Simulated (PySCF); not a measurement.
# C2H7PSi2 (SMILES [SiH3]C#C[SiH2]P): levels of theory compared

We compute a comparison of 3 runs (HF/STO-3G, HF/3-21G, PBE0/def2-SVP) of C2H7PSi2. The job is set up through a Python script.

The results are computed with PySCF 2.14.0.

### Step 1. The molecule

C2H7PSi2: 12 atoms, total charge 0, spin state singlet. SMILES: `[SiH3]C#C[SiH2]P`. Geometry: relaxed at GFN2-xTB. This is one conformer, not always the lowest.

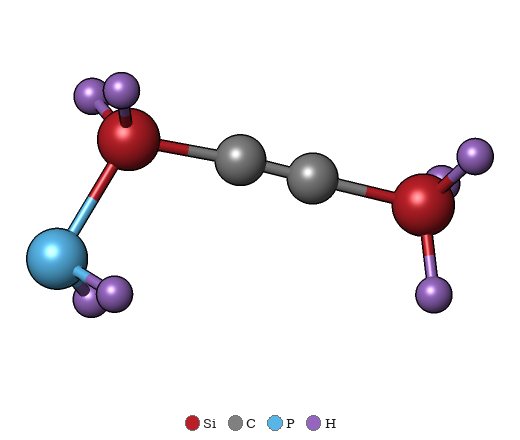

Viewed from a chosen angle; silicon red, carbon grey, phosphorus blue, hydrogen purple.

### Step 2. Energy and gradient at HF/STO-3G (run 1)

Input file run.py:

```python
import pyscf.grad
from pyscf import gto

mol = gto.M(
    atom='''
Si    -1.249580    -2.039910     1.677050
C     -0.300950    -0.651480     0.902570
C      0.328010     0.259910     0.409090
Si     1.235530     1.625410    -0.449380
P      0.718030     1.706140    -2.635610
H     -1.946580    -1.511080     2.851230
H     -0.294320    -3.083310     2.055830
H     -2.204580    -2.542390     0.686020
H      0.842540     2.906810     0.145460
H      2.677640     1.379300    -0.346270
H     -0.649220     1.605360    -2.447870
H      0.843490     0.345230    -2.848130
''',
    verbose=3,
    spin=0,
    basis='sto-3g',
    max_memory=1860,
)

mf = mol.RHF()
mf.conv_tol = 1e-10
mf.kernel()
if not mf.converged:
    mf = mf.newton().run(mf.mo_coeff, mf.mo_occ)

etot = mf.e_tot
print('E = %.10f Eh' % etot)
grad = mf.Gradients().kernel()
dip = mf.dip_moment()
pop, q = mf.mulliken_pop()
```

On the command line:

```sh
OMP_NUM_THREADS=1 python run.py
```

Output:

```text
converged SCF energy = -986.969854464103
[... 9 lines left out ...]
Dipole moment(X, Y, Z, Debye): -0.34167, -0.53864,  0.41035
[... 57 lines left out ...]
charge of   11H =     -0.11539
```

Wall time 6.9 s (1 thread of Intel Xeon at 2.50GHz (Skylake/Cascade Lake), shared host); peak memory 0.12 GiB.

### Step 3. Energy and forces at HF/3-21G (run 2)

Input file calc.py:

```python
import pyscf.grad
from pyscf import gto

mol = gto.Mole()
mol.atom = '''
Si    -2.361364    -3.854871     3.169165
C     -0.568713    -1.231119     1.705610
C      0.619849     0.491159     0.773068
Si     2.334813     3.071580    -0.849205
P      1.356880     3.224137    -4.980581
H     -3.678503    -2.855527     5.388044
H     -0.556184    -5.826611     3.884956
H     -4.166052    -4.804421     1.296390
H      1.592170     5.493075     0.274880
H      5.060006     2.606499    -0.654355
H     -1.226848     3.033691    -4.625804
H      1.593965     0.652390    -5.382186
'''
mol.max_memory = 1860
mol.unit = 'bohr'
mol.basis = '3-21g'
mol.verbose = 3
mol.charge = 0
mol.build()

calc0 = mol.RHF()
calc0.conv_tol = 1e-10
calc0.kernel()
if not calc0.converged:
    calc0 = calc0.newton().run(calc0.mo_coeff, calc0.mo_occ)

e_final = calc0.e_tot
print('E(%s) = %.9f' % ('HF', e_final))
grad = calc0.Gradients().kernel()
calc0.analyze()
```

On the command line:

```sh
OMP_NUM_THREADS=1 python calc.py
```

Output:

```text
converged SCF energy = -993.107895513613
[... 20 lines left out ...]
MO #11  energy= -5.33360955560433  occ= 2
[... 11 lines left out ...]
MO #23  energy= -0.550267345603354 occ= 2
[... 11 lines left out ...]
MO #35  energy= 0.175767517421645  occ= 0
[... 11 lines left out ...]
MO #47  energy= 0.473671957460533  occ= 0
[... 11 lines left out ...]
MO #59  energy= 1.18807392078777   occ= 0
[... 11 lines left out ...]
MO #71  energy= 2.30191781249365   occ= 0
[... 13 lines left out ...]
Dipole moment(X, Y, Z, Debye): -0.63696, -1.12194,  1.13812
```

It took 7.5 s on 1 thread of Intel Xeon at 2.50GHz (Skylake/Cascade Lake), shared host; peak memory 0.14 GiB.

### Step 4. Energy and forces at PBE0/def2-SVP (run 3)

Input file run.py:

```python
import pyscf.grad
from pyscf import gto, dft

system = gto.M(
    atom='''
Si    -2.361364    -3.854871     3.169165
C     -0.568713    -1.231119     1.705610
C      0.619849     0.491159     0.773068
Si     2.334813     3.071580    -0.849205
P      1.356880     3.224137    -4.980581
H     -3.678503    -2.855527     5.388044
H     -0.556184    -5.826611     3.884956
H     -4.166052    -4.804421     1.296390
H      1.592170     5.493075     0.274880
H      5.060006     2.606499    -0.654355
H     -1.226848     3.033691    -4.625804
H      1.593965     0.652390    -5.382186
''',
    verbose=4,
    basis='def2-svp',
    max_memory=1860,
    unit='bohr',
)

myscf = dft.RKS(system, xc='pbe0')
myscf.conv_tol = 1e-10
myscf.grids.level = 5
myscf.kernel()
if not myscf.converged:
    myscf = myscf.newton().run(myscf.mo_coeff, myscf.mo_occ)

e_final = myscf.e_tot
print('E(%s) = %.9f' % ('PBE0', e_final))
grad = myscf.Gradients().kernel()
dip = myscf.dip_moment()
pop, q = myscf.mulliken_pop()
```

On the command line:

```sh
OMP_NUM_THREADS=1 python run.py
```

Output:

```text
PySCF version 2.14.0

[... 79 lines left out ...]
converged SCF energy = -999.877190836695
[... 13 lines left out ...]
Dipole moment(X, Y, Z, Debye): -0.50790, -0.75787,  0.48029
[... 130 lines left out ...]
charge of   11H =      0.02535
```

Wall time 94 s (1 thread of Intel Xeon at 2.50GHz (Skylake/Cascade Lake), shared host); peak memory 1.2 GiB.

### Step 5. All runs side by side

```csv
run,level,integration grid,energy (Eh),dipole moment (D),HOMO energy (eV),LUMO energy (eV),wall time
1,HF/STO-3G,–,-986.969854,0.76,-7.09,9.27,6.9 s
2,HF/3-21G,–,-993.107896,1.72,-9.82,2.93,7.5 s
3,PBE0/def2-SVP,5,-999.877191,1.03,-7.37,-0.61,94 s
```

### Step 6. Results

| quantity | value |
| --- | --- |
| run 3: total energy | -999.87719 Eh |
| run 3: dipole moment | 1.03 D |
| run 3: HOMO energy | -7.37 eV |
| run 3: LUMO energy | -0.61 eV |
| run 3: HOMO–LUMO gap | 6.76 eV |
| run 3: largest force on an atom | 1.644 eV/Å |

What this shows: The dipole moment (its size) runs from 0.76 D (HF/STO-3G) to 1.72 D (HF/3-21G). The HOMO–LUMO gap runs from 6.76 eV (PBE0/def2-SVP) to 16.36 eV (HF/STO-3G). The two ends differ in method and basis. In run 1 the basis is minimal, so the values are rough. All runs together took 1.8 min, the longest 94 s.
